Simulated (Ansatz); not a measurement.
# BClF2 (chlorodifluoroborane) at 6 levels

Wanted: a comparison of 6 runs (PBE/STO-3G, r2SCAN0/STO-3G, revPBE/STO-3G, MP2/STO-3G, BCCD(T)/STO-3G, CCSD(T)/STO-3G) of BClF2 (chlorodifluoroborane). 

The results are computed with Ansatz 0.2.0.

66 further runs of the same task are left out: 7 that didn't finish, 59 set aside as unsound or not needed.

**1. The system as given**

BClF2 has 4 atoms, charge 0, and is taken as a singlet. SMILES: `FB(F)Cl`. The B2–F1 distance was set to 3.276 Å, away from the relaxed value. At this shape a bond of the SMILES string is far longer than usual.

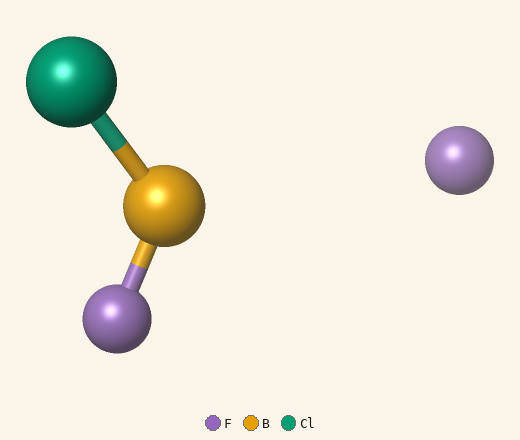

Viewed from a chosen angle; fluorine purple, boron amber, chlorine teal.

**2. The energy at PBE/STO-3G (run 1)**

The input, molecule.yaml:

```yaml
crystal:
  periodic: [false, false, false]
  atoms:
    - {symbol: F, position_ang: [-0.333598, -3.073777, -1.272741]}
    - {symbol: B, position_ang: [-0.067100, -0.041300, -0.062000]}
    - {symbol: F, position_ang: [-1.011600, 0.830100, -0.317700]}
    - {symbol: Cl, position_ang: [1.307900, 0.405300, 0.905700]}
basis:
  gaussian:
    orbitals: STO-3G
hamiltonian:
  xc: pbe
accuracy: high
```

Launch:

```
$ ansatz run molecule.yaml --threads 1 --pin off --max-ram 2610MiB --events-out events.jsonl --progress --plain --runs-dir runs
```

Output:

```text
Warning: RAYON_NUM_THREADS=1 ignored (pool sized by the plan → 1); use --threads N
Functional definition: PBE
  name "PBE"
  parameter kappa = 0.804
  parameter beta = 0.06672455060314922
  exchange = pbe_x(kappa = kappa, mu = beta*pi^2/3)
  correlation = pbe_c(beta = beta)
407 factors; integrals over basis functions are off by at most 4.1e-8 eV
mean field evaluation 1: about -18380.3308 eV, gradient 2.1e1 eV
mean field evaluation 2: about -18006.0973 eV, gradient 3.7e1 eV
mean field evaluation 4: about -18381.1316 eV, gradient 1.3e1 eV
mean field evaluation 8: about -18381.0856 eV, gradient 1.3e1 eV
mean field evaluation 16: about -18392.9194 eV, gradient 1.4e-3 eV
mean field evaluation 32: about -18391.9675 eV, gradient 1.5e1 eV
mean field -18392.91941443 eV, -675.9273213119 hartree, gradient 2.7e-8 eV, S^2 0.000000; 4 other end points of the search recorded, 0 dependent functions left out
reference -18392.91941582 eV, -675.9273213629 hartree; 20, 20 occupied and 4, 4 virtual orbitals, 407 factors
Total energy: -18392.91941582 eV, -675.9273213629 hartree
```

It took 1.7 s on 1 thread of Arm Neoverse V1, shared host; peak memory 0.097 GiB.

**3. A single-point energy at r2SCAN0/STO-3G (run 2)**

The input, job.yaml:

```yaml
crystal:
  periodic: [false, false, false]
  atoms:
    - {symbol: F, position_ang: [-0.333598, -3.073777, -1.272741]}
    - {symbol: B, position_ang: [-0.067100, -0.041300, -0.062000]}
    - {symbol: F, position_ang: [-1.011600, 0.830100, -0.317700]}
    - {symbol: Cl, position_ang: [1.307900, 0.405300, 0.905700]}
basis:
  gaussian: {orbitals: STO-3G}
magnetization: {spin_polarized: false}
hamiltonian: {xc: {name: r2SCAN0}}
accuracy: high
```

Launch:

```
$ ansatz run job.yaml --threads 1 --pin off --max-ram 2610MiB --events-out events.jsonl --progress --plain --runs-dir runs
```

Output:

```text
Warning: RAYON_NUM_THREADS=1 ignored (pool sized by the plan → 1); use --threads N
Functional definition: r2SCAN0
  name "r2SCAN0"
  parameter a = 0.25
  parameter k0 = 0.174
  parameter k1 = 0.065
  parameter a1 = 4.9479
  exchange = (1 - a)*r2scan_x(k0 = k0, k1 = k1, a1 = a1) + a*exact_x
  correlation = r2scan_c
407 factors; integrals over basis functions are off by at most 4.1e-8 eV
mean field evaluation 1: about -18390.4748 eV, gradient 2.1e1 eV
mean field evaluation 2: about -18020.0705 eV, gradient 3.2e1 eV
mean field evaluation 4: about -18391.3259 eV, gradient 1.5e1 eV
mean field evaluation 8: about -18391.2902 eV, gradient 1.5e1 eV
mean field evaluation 16: about -18401.5832 eV, gradient 3.8e-4 eV
mean field evaluation 32: about -18400.7615 eV, gradient 1.3e1 eV
mean field -18401.58324506 eV, -676.2457112149 hartree, gradient 9.2e-9 eV, S^2 0.000000; 4 other end points of the search recorded, 0 dependent functions left out
reference -18401.58324525 eV, -676.2457112219 hartree; 20, 20 occupied and 4, 4 virtual orbitals, 407 factors
Total energy: -18401.58324525 eV, -676.2457112219 hartree
```

It took 3.9 s on 1 thread of Arm Neoverse V1, shared host; peak memory 0.14 GiB.

Runs 3 to 5 aren't shown in full; the table further down has their settings and results.

**4. A single-point energy at CCSD(T)/STO-3G (run 6)**

The input, in.yaml:

```yaml
crystal:
  periodic: [false, false, false]
  atoms:
    - {symbol: F, position_ang: [-0.333598, -3.073777, -1.272741]}
    - {symbol: B, position_ang: [-0.067100, -0.041300, -0.062000]}
    - {symbol: F, position_ang: [-1.011600, 0.830100, -0.317700]}
    - {symbol: Cl, position_ang: [1.307900, 0.405300, 0.905700]}
basis:
  gaussian:
    orbitals: STO-3G
correlation:
  method: ccsd_t
  frozen_orbitals: {B: 1, Cl: 5, F: 1}
accuracy: high
scf:
  omitted_lower_state_checks: [cluster_reference, increment]
```

Launch:

```
$ ansatz run in.yaml --threads 1 --pin off --max-ram 2610MiB --events-out events.jsonl --progress --plain --runs-dir runs
```

Output:

```text
Warning: RAYON_NUM_THREADS=1 ignored (pool sized by the plan → 1); use --threads N
[... 14 lines left out ...]
8 core orbitals not correlated: weight in the atoms' cores, before any rotation towards them, 1.000 or more for the frozen orbitals, at most 0.000 for the correlated occupied ones
[... 66 lines left out ...]
WARN: these amplitudes may be one of several solutions (largest doubles amplitude 0.90, level shift 17.68 eV)
Total energy: -18369.83600928 eV, -675.0790218189 hartree
Checks for a lower state left out: cluster_reference, increment
```

Run time: 0.52 s. Hardware: 1 thread of Arm Neoverse V1, shared host.

**5. The series**

```
run           level  frozen core orbitals  energy (Eh)  wall time
  1      PBE/STO-3G                     –  -675.927321      1.7 s
  2  r2SCAN0/STO-3G                     –  -676.245711      3.9 s
  3   revPBE/STO-3G                     –  -676.223030      1.7 s
  4      MP2/STO-3G                     8  -675.010114      0.4 s
  5  BCCD(T)/STO-3G                     8  -675.078596     0.56 s
  6  CCSD(T)/STO-3G                     8  -675.079022     0.52 s
```

**6. Summary of results**

| quantity | value |
| --- | --- |
| run 6: total energy | -675.07902 Eh |
| run 6: correlation energy (8 core orbitals frozen) | -350.4 mEh |
| run 6: (T) correction | -20.46 mEh |
| run 6: T1 diagnostic | 0.034 |

Totals of different functionals can't be ranked against each other. In run 6 the T1 diagnostic is large, so a single reference may not serve. In runs 4, 5, 6 the log says that unrestricted orbitals would lower the reference, so the values rest on an unstable closed-shell determinant (other closed-shell runs at this shape may share the fault). In runs 1, 2, 3, 4, 5, 6 the basis is minimal, so the values are rough. All runs together took 8.8 s, the longest 3.9 s.
